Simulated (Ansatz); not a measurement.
# BH7OSi: what the fields show

```csv
atom,x (Å),y (Å),z (Å)
B,0.0556,0.3471,0.1385
O,-0.3232,-0.3794,1.6182
H,-1.1837,-0.0468,1.9201
H,1.1274,-0.1469,-0.1114
H,-0.8478,-0.0350,-0.5634
Si,0.1032,2.3449,0.4964
H,1.0465,2.7001,1.6162
H,0.5211,3.1674,-0.6784
H,-1.2165,2.9019,0.9570
H,0.3297,-0.0987,2.2795
```

Level of theory: RKS PBE0-D4/6-31G* in Ansatz.

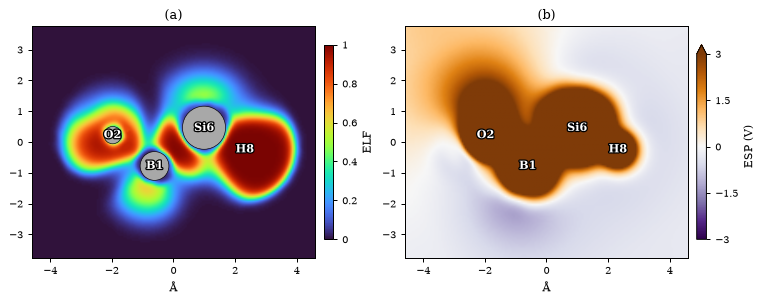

Figure 1. (a) ELF; (b) molecular electrostatic potential on the plane of atoms B1, Si6 and H8. Grey discs cover the atomic cores in the ELF map.

Question: Read the bonding off the picture.

Answer: Atoms in the plane: B, O, Si and H.
B–O (1.69 Å): the ELF peaks at about 0.90 between the atoms, as expected for a polar covalent bond.
Si–B (2.03 Å): the ELF peaks at about 1 between the atoms, as expected for a shared electron pair.
Si–H (1.49 Å): the ELF climbs to about 1 towards the hydrogen, as it does in any bond to H.
The ELF also peaks beside O2, away from the bonds: lone-pair regions.
Outside the dense part of the molecule the potential is most negative (−1.3 V) near H4, which lies off the plane.

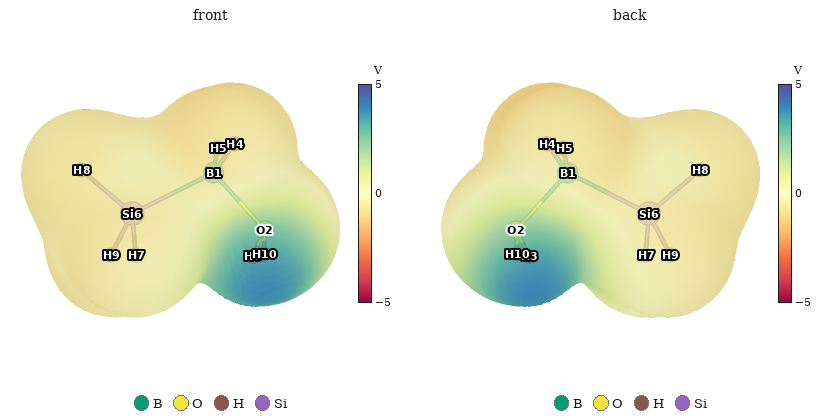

Figure 2. The electrostatic potential painted on the density surface at 0.002 e/bohr³, seen from the front and from behind; red is negative and blue positive.

Question: Which sites attract a positive test charge, and which a negative one?

Answer: A positive charge is drawn to the negative regions and a negative charge to the positive ones. The most negative region (about −1.2 V) lies over H5, the most positive (about +3.9 V) over H3 and H10.

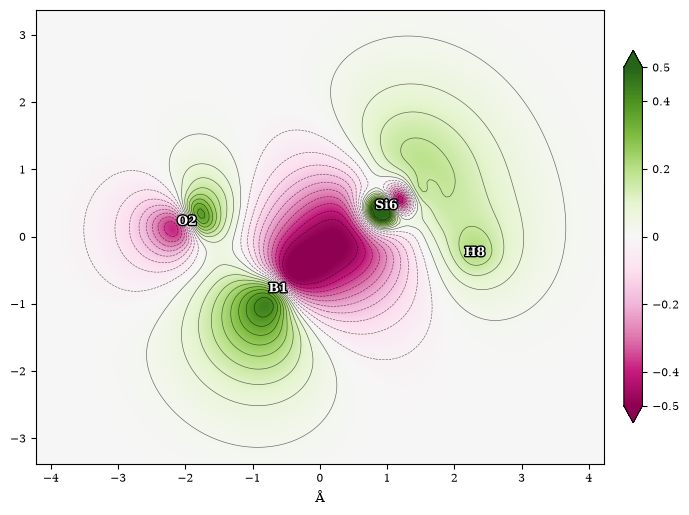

Figure 3. The HOMO on the plane of atoms B1, Si6 and H8 (values in Å⁻³ᐟ²; the overall sign is arbitrary).

Question: Where does this orbital lie, and at what energy?

Answer: Its weight (Hirshfeld) is mainly on Si6 (about 35 %), B1 (about 35 %), H4 (about 5 %) and H5 (about 5 %). Its energy is −7.09 eV.
